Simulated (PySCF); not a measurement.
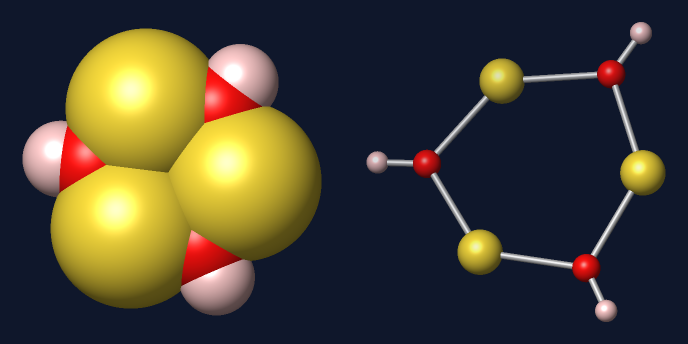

The same structure drawn twice, from different directions. Colours: sodium yellow, oxygen red, hydrogen pink.

Description:

It has 9 atoms: 3 hydrogen, 3 sodium and 3 oxygen (H3Na3O3). The point group is D3h. All atoms lie on one plane. Coordination: 3 Na bent; 3 O trigonal planar.

More results for the same structure follow; atom numbers are the same in all pictures, views and colours differ. The computed structure is the end point of a PBE0-D3(BJ)/def2-SVP optimisation. No frequency run is at hand to confirm it as a minimum.

Shape

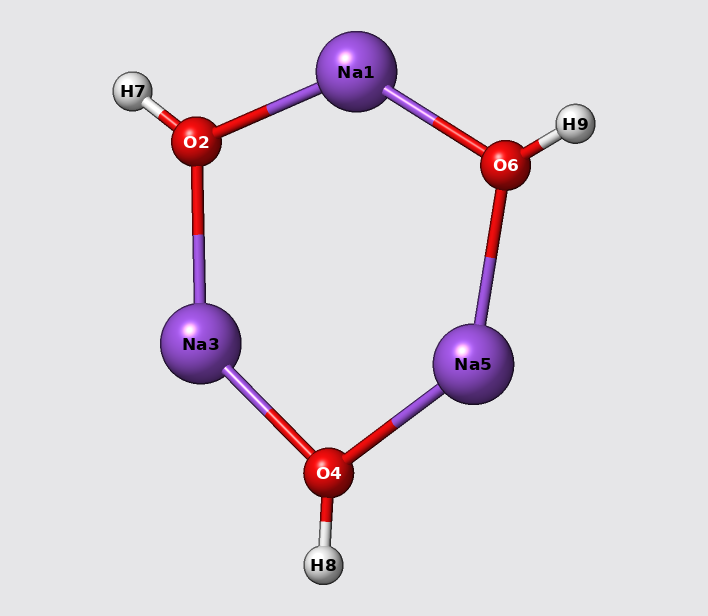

The atoms are numbered. No frequency run is at hand to confirm it as a minimum.

Give the bond lengths.

| bond | length (Å) |
| --- | --- |
| Na1–O2 | 2.102 |
| Na1–O6 | 2.107 |
| O2–Na3 | 2.103 |
| O2–H7 | 0.960 |
| Na3–O4 | 2.102 |
| O4–Na5 | 2.105 |
| O4–H8 | 0.960 |
| Na5–O6 | 2.102 |
| O6–H9 | 0.960 |

Electronic properties

No frequency run is at hand to confirm it as a minimum. Method: PBE0/pcSseg-1, gas phase (PySCF 2.14.0).

Computed properties:

- HOMO energy (Kohn–Sham orbital): −5.89 eV
- LUMO energy (Kohn–Sham orbital): −0.33 eV
- HOMO–LUMO gap: 5.55 eV

NMR shielding

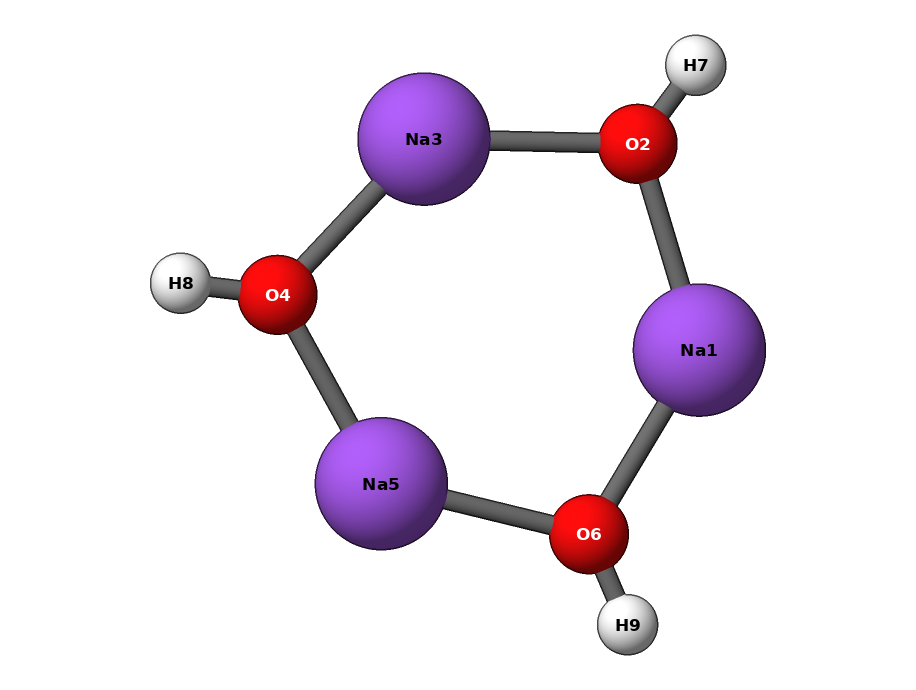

No frequency run is at hand to confirm it as a minimum. Method: GIAO B3LYP/pcSseg-1 NMR shielding, non-relativistic, gas phase (PySCF 2.14.0). Principal shieldings σ11 ≤ σ22 ≤ σ33, span Ω = σ33 − σ11, skew κ = 3(σiso − σ22)/Ω.

Give the shielding tensors of the Na atoms.

```csv
atom,σ11,σ22,σ33,σiso,Ω,κ
"Na1, Na3, Na5",485.3,505.8,620.0,537.0,134.7,0.70
```

Shieldings and span in ppm.

Excitation

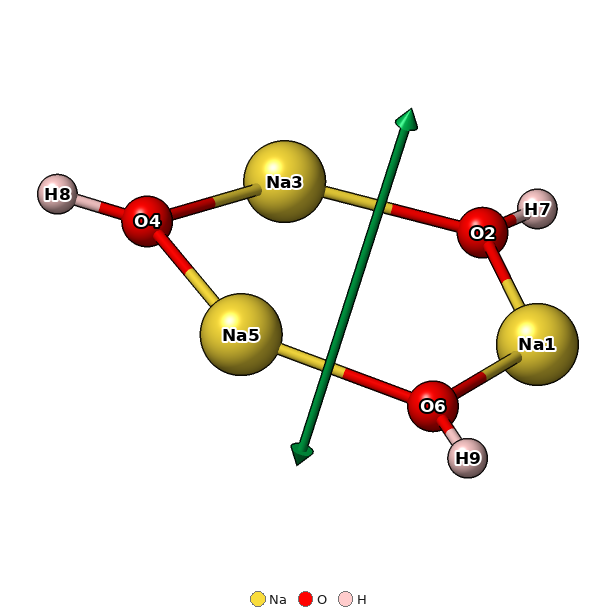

The double arrow shows the direction of the transition dipole to excited singlet state 3 (its length means nothing). No frequency run is at hand to confirm it as a minimum. Properties computed with TDDFT ωB97X-D/def2-SVPD, vertical, gas phase, core orbitals frozen in the response (PySCF 2.14.0).

> How is the transition polarised?

Normal to the molecular plane.

> Where does the transition lie, and how strong is it?

5.25 eV (236 nm), oscillator strength 0.19, mainly HOMO−2 → LUMO (weight 0.55); transition dipole 3.08 D.
